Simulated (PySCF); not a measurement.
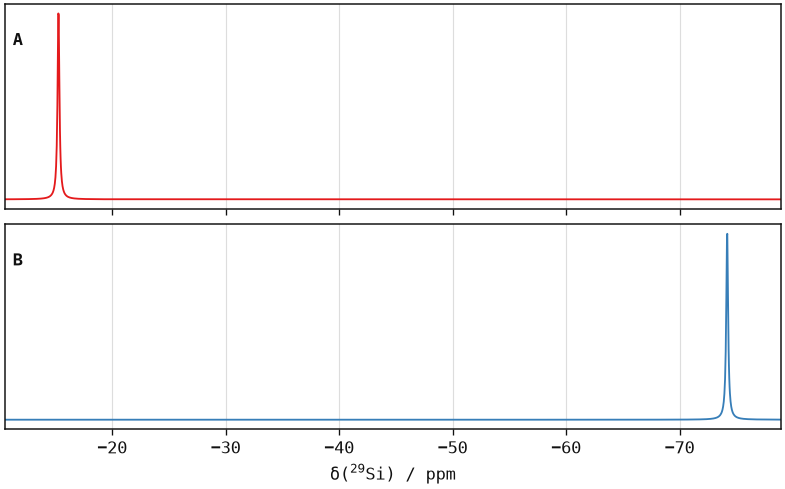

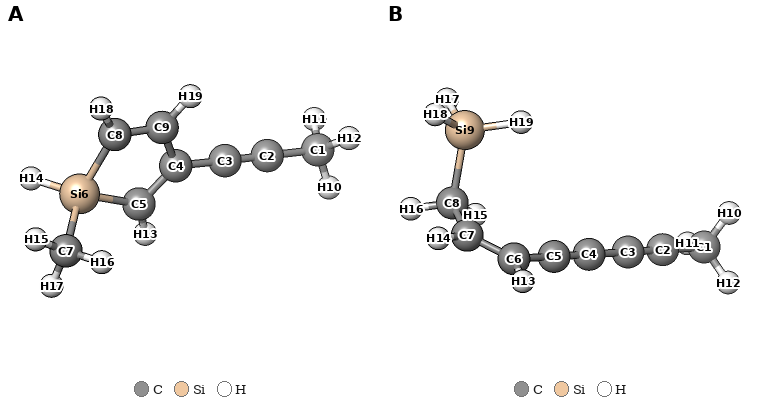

Related molecules: A is C₈H₁₀Si, SMILES CC#CC1=C[Si@@H](C)C=C1; B is C₈H₁₀Si, SMILES CC#CC#C/C=C\C[SiH3]. GIAO ²⁹Si shifts against TMS, PBE0/pcSseg-1 with PySCF, at a GFN2-xTB geometry (no frequency check); fully decoupled, line heights follow the number of nuclei within a panel, widths are arbitrary (no quadrupolar broadening); values of one conformer, averaged over nuclei that symmetry or rotation about single bonds exchange, these motions taken as fast; other conformers aren't averaged in.

Q: How does the ²⁹Si shift respond?

A: From A (−15.3 ppm) to B (−74.2 ppm) the nucleus is shielded by 58.9 ppm.

Limits of at least one run: the tight-binding geometry is rougher than a DFT one and adds to the error.
